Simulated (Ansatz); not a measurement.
# One shape, several levels: BClO (boron chloride oxide)

We compute a comparison of 6 runs (B2PLYP/STO-3G, BHLYP/STO-3G, r2SCAN/STO-3G, revPBE/STO-3G, CCSDT/STO-3G, FCI/STO-3G) of BClO (boron chloride oxide). 

The results are computed with Ansatz 0.2.0.

61 further runs of the same task are left out: 15 that didn't finish, 46 set aside as unsound or not needed.

## (1) Starting point

BClO: 3 atoms, total charge 0, spin state singlet. As SMILES, `O=BCl`. The B2–O1 distance was set to 1.790 Å, away from the relaxed value.

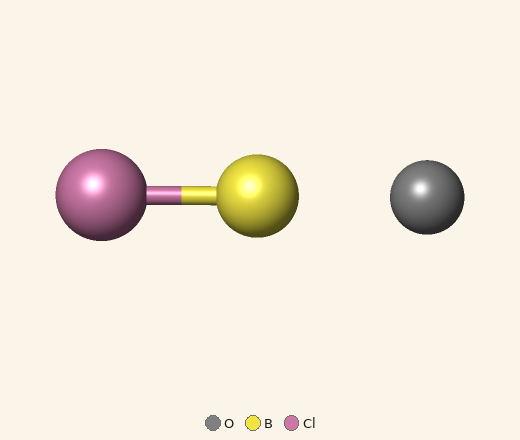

Viewed from a chosen angle; oxygen grey, boron yellow, chlorine pink.

## (2) A single-point energy at B2PLYP/STO-3G (run 1)

The input, in.yaml:

```yaml
basis:
  gaussian: {orbitals: STO-3G}
crystal:
  periodic: [false, false, false]
  atoms:
    - {symbol: O, position_ang: [1.472822, 0.876003, 0.905763]}
    - {symbol: B, position_ang: [0.113080, 0.066620, 0.069470]}
    - {symbol: Cl, position_ang: [-1.132640, -0.672810, -0.696460]}
hamiltonian: {xc: {name: B2PLYP}}
correlation: {frozen_orbitals: {B: 1, Cl: 5, O: 1}}
accuracy: high
```

Command:

```
$ ansatz run in.yaml --threads 1 --pin off --max-ram 2610MiB --events-out events.jsonl --progress --plain --runs-dir runs
```

The program printed:

```text
Warning: RAYON_NUM_THREADS=1 ignored (pool sized by the plan → 1); use --threads N
Functional definition: B2PLYP
  name "B2PLYP"
  parameter a = 0.53
  parameter c = 0.27
  exchange = (1 - a)*b88_x + a*exact_x
  correlation = (1 - c)*lyp_c + c*(mp2_os + mp2_ss)
319 factors; integrals over basis functions are off by at most 3.2e-8 eV
mean field evaluation 1: about -15048.6826 eV, gradient 4.7e1 eV
mean field evaluation 2: about -15048.6638 eV, gradient 4.7e1 eV
mean field evaluation 4: about -15054.1674 eV, gradient 3.3e1 eV
mean field evaluation 8: about -15058.6298 eV, gradient 1.7e0 eV
mean field evaluation 16: about -15058.6422 eV, gradient 2.7e-4 eV
mean field evaluation 32: about -15013.5079 eV, gradient 4.9e1 eV
mean field -15058.64222167 eV, -553.3948945321 hartree, gradient 3.8e-9 eV, S^2 0.000000; 2 other end points of the search recorded, 0 dependent functions left out; unrestricted orbitals would lower it
7 core orbitals not correlated: weight in the atoms' cores, before any rotation towards them, 1.000 or more for the frozen orbitals, at most 0.000 for the correlated occupied ones
reference -15058.64223608 eV, -553.3948950616 hartree; 8, 8 occupied and 4, 4 virtual orbitals, 319 factors
second order -7.79438212 eV of doubles, -0.00000000 eV of singles
Total energy: -15060.74671925 eV, -553.4722333918 hartree
```

Wall time 1.6 s (1 thread of Arm Neoverse V1, shared host); peak memory 0.09 GiB.

## (3) A single-point energy at BHLYP/STO-3G (run 2)

The input, in.yaml:

```yaml
crystal:
  periodic: [false, false, false]
  atoms:
    - symbol: O
      position_ang: [1.472822, 0.876003, 0.905763]
    - symbol: B
      position_ang: [0.113080, 0.066620, 0.069470]
    - symbol: Cl
      position_ang: [-1.132640, -0.672810, -0.696460]
basis:
  gaussian:
    orbitals: STO-3G
hamiltonian:
  xc: {name: BHLYP}
accuracy: high
```

Command:

```
$ ansatz run in.yaml --threads 1 --pin off --max-ram 2610MiB --events-out events.jsonl --progress --plain --runs-dir runs
```

The program printed:

```text
Warning: RAYON_NUM_THREADS=1 ignored (pool sized by the plan → 1); use --threads N
Functional definition: BHLYP
  name "BHLYP"
  parameter a = 0.5
[... 1 set-up line as earlier in the session ...]
  correlation = lyp_c
319 factors; integrals over basis functions are off by at most 3.2e-8 eV
mean field evaluation 1: about -15057.0530 eV, gradient 4.7e1 eV
mean field evaluation 2: about -14920.1752 eV, gradient 1.4e2 eV
mean field evaluation 4: about -15063.7457 eV, gradient 3.0e1 eV
mean field evaluation 8: about -15066.9985 eV, gradient 1.3e0 eV
mean field evaluation 16: about -15066.9922 eV, gradient 8.4e-4 eV
mean field -15066.99216698 eV, -553.7017493626 hartree, gradient 7.0e-9 eV, S^2 0.000000; 0 other end points of the search recorded, 0 dependent functions left out
reference -15066.99218236 eV, -553.7017499277 hartree; 15, 15 occupied and 4, 4 virtual orbitals, 319 factors
Total energy: -15066.99218236 eV, -553.7017499277 hartree
```

Wall time 0.83 s (1 thread of Arm Neoverse V1, shared host).

Runs 3 to 5 aren't shown in full; the table further down has their settings and results.

## (4) A single-point energy at FCI/STO-3G (run 6)

The input, run.yaml:

```yaml
crystal:
  periodic: [false, false, false]
  atoms:
    - {symbol: O, position_ang: [1.472822, 0.876003, 0.905763]}
    - {symbol: B, position_ang: [0.113080, 0.066620, 0.069470]}
    - {symbol: Cl, position_ang: [-1.132640, -0.672810, -0.696460]}
basis:
  gaussian:
    orbitals: STO-3G
total_charge: 0
correlation:
  method: fci
  frozen_orbitals: {B: 1, Cl: 5, O: 1}
accuracy: high
```

Command:

```
$ ansatz run run.yaml --threads 1 --pin off --max-ram 2610MiB --events-out events.jsonl --progress --plain --runs-dir runs
```

The program printed (excerpt; [...] marks lines left out):

```text
Warning: RAYON_NUM_THREADS=1 ignored (pool sized by the plan → 1); use --threads N
Functional definition: HF
  name "HF"
[...]
319 factors; integrals over basis functions are off by at most 3.2e-8 eV
[...]
mean field -15036.93161831 eV, -552.5970445747 hartree, gradient 3.3e-8 eV, S^2 0.000000; 1 other end points of the search recorded, 0 dependent functions left out; unrestricted orbitals would lower it
[...]
7 core orbitals not correlated: weight in the atoms' cores, before any rotation towards them, 1.000 or more for the frozen orbitals, at most 0.000 for the correlated occupied ones
reference -15036.93161831 eV, -552.5970445747 hartree; 8, 8 occupied and 4, 4 virtual orbitals, 319 factors
state -15042.41139471 eV, -552.7984226431 hartree
Total energy: -15042.41139471 eV, -552.7984226431 hartree
```

Run time: 0.96 s. Hardware: 1 thread of Arm Neoverse V1, shared host.

## (5) All runs side by side

```csv
run,level,frozen core orbitals,energy (Eh),wall time
1,B2PLYP/STO-3G,7,-553.472233,1.6 s
2,BHLYP/STO-3G,–,-553.701750,0.83 s
3,r2SCAN/STO-3G,–,-553.720232,2.1 s
4,revPBE/STO-3G,–,-553.683394,0.87 s
5,CCSDT/STO-3G,7,-552.800616,0.42 s
6,FCI/STO-3G,7,-552.798423,0.96 s
```

## (6) Summary of results

| quantity | value |
| --- | --- |
| run 6: total energy | -552.79842 Eh |
| run 6: correlation energy (7 core orbitals frozen) | -201.4 mEh |

**Reading.** Against full CI in this basis: CCSDT -2.2 mEh. Totals of different functionals can't be ranked against each other. In runs 1, 5 the log says that unrestricted orbitals would lower the reference, so the values rest on an unstable closed-shell determinant (other closed-shell runs at this shape may share the fault). In runs 1, 2, 3, 4, 5, 6 the basis is minimal, so the values are rough. All runs together took 6.8 s, the longest 2.1 s.
